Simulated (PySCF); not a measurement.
**C₂H₄P (charge −1): calculation of the molecule and its ions**

System: C₂H₄P, charge −1, SMILES C=C[PH-].
Method: EOM-CCSD/pcSseg-1, RHF (PySCF 2.14.0).

The geometry comes from this level: GFN2-xTB.

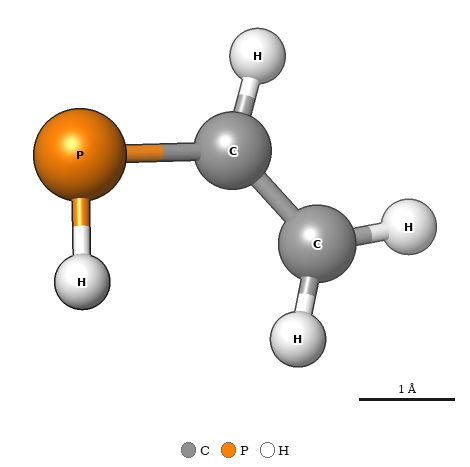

The structure as given in the input (ball-and-stick view, seen at a tilt).

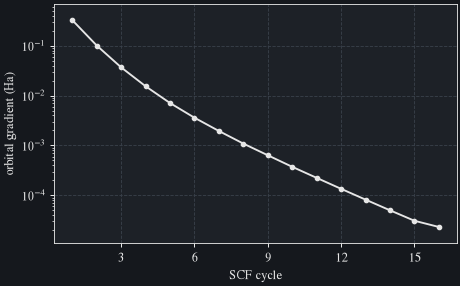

Convergence of the self-consistent field: orbital gradient against the SCF cycle. The residual falls at every step.

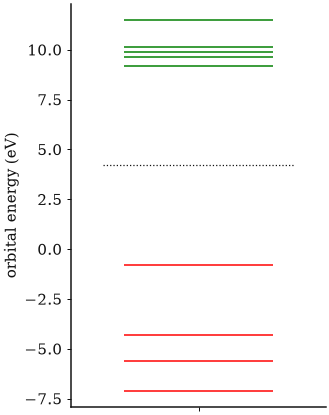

Orbital energies near the frontier (SCF reference); the dotted line parts filled from empty levels, and levels within 0.02 eV of each other stand side by side. Highest filled −0.80 eV, lowest empty 9.21 eV, 10.01 eV apart.

The input and output of the run follow.

## Input (input.py)
```python
# C=C[PH-]
import numpy
from pyscf import gto, scf, cc

system = gto.M(
    atom='input.xyz',
    charge=-1,
    basis='pcsseg-1',
    spin=0,
    verbose=4,
    cart=True,
    max_memory=1860,
)

hf = scf.RHF(system)
hf.DIIS = scf.ADIIS
hf.level_shift = 0.1
hf.kernel()

mycc = cc.CCSD(hf, frozen=7)
mycc.kernel()
energy = mycc.e_tot
print(f'total energy: {energy:.8f} hartree')

e, vec = mycc.eaccsd(nroots=3)
roots = numpy.atleast_1d(e) * 27.211386
print('EOM-EA-CCSD roots (eV)')
for i, w in enumerate(roots, 1):
    print('%3d %10.4f' % (i, w))
```

## File input.xyz
```
7

C      0.004510     0.374330    -0.866450
C     -0.178170     0.368090     0.462820
P      0.064920    -0.929080     1.623580
H      0.353200    -0.497900    -1.398870
H     -0.191740     1.259240    -1.460420
H     -0.528720     1.281210     0.943700
H      0.476000    -1.855900     0.695650
```

Launch command:
```bash
OMP_NUM_THREADS=1 python input.py
```

## Log
```
PySCF version 2.14.0

[INPUT] num. atoms = 7
[INPUT] num. electrons = 32
[INPUT] charge = -1
[INPUT] spin (= nelec alpha-beta = 2S) = 0
[INPUT] symmetry False subgroup None
[INPUT] Mole.unit = angstrom
[INPUT] Cartesian GTO integrals (6d 10f)
[INPUT] Symbol           X                Y                Z      unit          X                Y                Z       unit  Magmom
[INPUT]  1 C      0.004510000000   0.374330000000  -0.866450000000 AA    0.008522664822   0.707381180208  -1.637353200629 Bohr   0.0
[INPUT]  2 C     -0.178170000000   0.368090000000   0.462820000000 AA   -0.336692503614   0.695589289191   0.874603044971 Bohr   0.0
[INPUT]  3 P      0.064920000000  -0.929080000000   1.623580000000 AA    0.122681020007  -1.755706747811   3.068121541321 Bohr   0.0
[INPUT]  4 H      0.353200000000  -0.497900000000  -1.398870000000 AA    0.667451267196  -0.940894637421  -2.643481183870 Bohr   0.0
[INPUT]  5 H     -0.191740000000   1.259240000000  -1.460420000000 AA   -0.362336087124   2.379618725097  -2.759793826837 Bohr   0.0
[INPUT]  6 H     -0.528720000000   1.281210000000   0.943700000000 AA   -0.999135996580   2.421136008054   1.783334543752 Bohr   0.0
[INPUT]  7 H      0.476000000000  -1.855900000000   0.695650000000 AA    0.899509635293  -3.507142714580   1.314587978554 Bohr   0.0

nuclear repulsion = 89.0134308016893
number of shells = 36
number of NR pGTOs = 143
number of NR cGTOs = 81
basis = pcsseg-1
ecp = {}

******** <class 'pyscf.scf.hf.RHF'> ********
method = RHF
initial guess = minao
damping factor = 0
level_shift factor = 0.1
DIIS = <class 'pyscf.scf.diis.ADIIS'>
diis_start_cycle = 1
diis_space = 8
diis_damp = 0
SCF conv_tol = 1e-09
SCF conv_tol_grad = None
SCF max_cycles = 50
direct_scf = True
direct_scf_tol = 1e-13
Set gradient conv threshold to 3.16228e-05
Initial guess from minao.
init E= -418.997307882317
  HOMO = -0.0948342296481393  LUMO = 0.142351083113986  gap/eV = 6.45414
cycle= 1 E= -418.66908384329  delta_E= 0.328  |g|= 0.326  |ddm|= 2.35
  HOMO = 0.00390005744176136  LUMO = 0.428757721410165  gap/eV = 11.56097
cycle= 2 E= -418.711398715856  delta_E= -0.0423  |g|= 0.101  |ddm|= 0.615
  HOMO = -0.030497381765322  LUMO = 0.439438999762187  gap/eV = 12.78762
cycle= 3 E= -418.71548150916  delta_E= -0.00408  |g|= 0.0368  |ddm|= 0.18
  HOMO = -0.0276551138778593  LUMO = 0.437653292542857  gap/eV = 12.66169
cycle= 4 E= -418.716157141135  delta_E= -0.000676  |g|= 0.0154  |ddm|= 0.0822
  HOMO = -0.0287772541213869  LUMO = 0.438655541966559  gap/eV = 12.71949
cycle= 5 E= -418.716301237846  delta_E= -0.000144  |g|= 0.00709  |ddm|= 0.037
  HOMO = -0.0290540582704892  LUMO = 0.438286422120723  gap/eV = 12.71698
cycle= 6 E= -418.716337856048  delta_E= -3.66e-05  |g|= 0.0036  |ddm|= 0.0185
  HOMO = -0.0292029581376028  LUMO = 0.438440874249139  gap/eV = 12.72524
cycle= 7 E= -418.716348420196  delta_E= -1.06e-05  |g|= 0.00195  |ddm|= 0.00933
  HOMO = -0.0293272033002658  LUMO = 0.438365911562679  gap/eV = 12.72658
cycle= 8 E= -418.716351749643  delta_E= -3.33e-06  |g|= 0.00109  |ddm|= 0.00513
  HOMO = -0.0293776925775084  LUMO = 0.43838673216581  gap/eV = 12.72852
cycle= 9 E= -418.716352863316  delta_E= -1.11e-06  |g|= 0.000636  |ddm|= 0.00284
  HOMO = -0.029418235465112  LUMO = 0.438369390108904  gap/eV = 12.72915
cycle= 10 E= -418.71635325113  delta_E= -3.88e-07  |g|= 0.000373  |ddm|= 0.00168
  HOMO = -0.029437111286402  LUMO = 0.438370137004501  gap/eV = 12.72968
cycle= 11 E= -418.716353390029  delta_E= -1.39e-07  |g|= 0.000224  |ddm|= 0.00099
  HOMO = -0.0294501970472645  LUMO = 0.438365131324758  gap/eV = 12.72990
cycle= 12 E= -418.716353440833  delta_E= -5.08e-08  |g|= 0.000135  |ddm|= 0.000608
  HOMO = -0.0294569512874752  LUMO = 0.438363907503739  gap/eV = 12.73005
cycle= 13 E= -418.716353459726  delta_E= -1.89e-08  |g|= 8.2e-05  |ddm|= 0.000372
  HOMO = -0.0294612255430664  LUMO = 0.438362119733621  gap/eV = 12.73012
cycle= 14 E= -418.716353466858  delta_E= -7.13e-09  |g|= 5.01e-05  |ddm|= 0.000233
  HOMO = -0.029463556426311  LUMO = 0.438361287519033  gap/eV = 12.73016
cycle= 15 E= -418.716353469581  delta_E= -2.72e-09  |g|= 3.09e-05  |ddm|= 0.000145
  HOMO = -0.0294643687944074  LUMO = 0.438360866591192  gap/eV = 12.73017
cycle= 16 E= -418.716353470354  delta_E= -7.73e-10  |g|= 2.32e-05  |ddm|= 6.34e-05
  HOMO = -0.0294654563254326  LUMO = 0.338360190942595  gap/eV = 10.00905
Extra cycle  E= -418.716353471017  delta_E= -6.62e-10  |g|= 1.31e-05  |ddm|= 8.24e-05
converged SCF energy = -418.716353471017

******** <class 'pyscf.cc.ccsd.CCSD'> ********
CC2 = 0
CCSD nocc = 9, nmo = 74
frozen orbitals 7
max_cycle = 50
direct = 0
conv_tol = 1e-07
conv_tol_normt = 1e-05
diis_space = 6
diis_start_cycle = 0
diis_start_energy_diff = 1e+09
Init t2, MP2 energy = -419.121364287974  E_corr(MP2) -0.405010816957416
Init E_corr(CCSD) = -0.405010817093437
cycle = 1  E_corr(CCSD) = -0.423779426599563  dE = -0.0187686095  norm(t1,t2) = 0.0629662
cycle = 2  E_corr(CCSD) = -0.43641984475464  dE = -0.0126404182  norm(t1,t2) = 0.021306
cycle = 3  E_corr(CCSD) = -0.438063841620493  dE = -0.00164399687  norm(t1,t2) = 0.0113099
cycle = 4  E_corr(CCSD) = -0.440286695319756  dE = -0.0022228537  norm(t1,t2) = 0.00510399
cycle = 5  E_corr(CCSD) = -0.440260732413539  dE = 2.59629062e-05  norm(t1,t2) = 0.00184135
cycle = 6  E_corr(CCSD) = -0.440091736714105  dE = 0.000168995699  norm(t1,t2) = 0.000703011
cycle = 7  E_corr(CCSD) = -0.440100425809972  dE = -8.68909587e-06  norm(t1,t2) = 0.000330618
cycle = 8  E_corr(CCSD) = -0.440111421596799  dE = -1.09957868e-05  norm(t1,t2) = 0.00011991
cycle = 9  E_corr(CCSD) = -0.44010712365943  dE = 4.29793737e-06  norm(t1,t2) = 5.17703e-05
cycle = 10  E_corr(CCSD) = -0.440108208395076  dE = -1.08473565e-06  norm(t1,t2) = 1.80786e-05
cycle = 11  E_corr(CCSD) = -0.440107978807348  dE = 2.29587728e-07  norm(t1,t2) = 4.46829e-06
cycle = 12  E_corr(CCSD) = -0.440107868793128  dE = 1.1001422e-07  norm(t1,t2) = 1.62867e-06
cycle = 13  E_corr(CCSD) = -0.440107826705497  dE = 4.20876306e-08  norm(t1,t2) = 6.7422e-07
CCSD converged
E(CCSD) = -419.156461297722  E_corr = -0.4401078267054972
total energy: -419.15646130 hartree

******** <class 'pyscf.cc.eom_rccsd.EOMEA'> ********
max_space = 20
max_cycle = 50
conv_tol = 1e-07
partition = None
EOM-CCSD root 0 E = 0.3096263323993076  qpwt = 0.977204  conv = True
EOM-CCSD root 1 E = 0.3151605437782536  qpwt = 0.961323  conv = True
EOM-CCSD root 2 E = 0.334094784871953  qpwt = 0.976591  conv = True
EOM-EA-CCSD roots (eV)
  1     8.4254
  2     8.5760
  3     9.0912
```

## Summary

| quantity | value |
| --- | --- |
| outcome | converged |
| total energy | −419.156461 hartree |
| SCF energy | −418.716353 hartree |
| correlation energy | −0.440108 hartree |
| basis functions | 81 |
| T1 diagnostic | 0.016 |
| HOMO of the SCF reference | −0.80 eV |
| LUMO of the SCF reference | 9.21 eV |
| hardware | 1 thread of Arm Neoverse V1, 24 GiB of memory available, shared host |
| wall time | 21 s |
| peak memory | 0.59 GiB |

## Notes

Settings chosen away from the usual ones: tied set to false; cart set to true; solver set to ADIIS (from DIIS); shift set to 0.1.
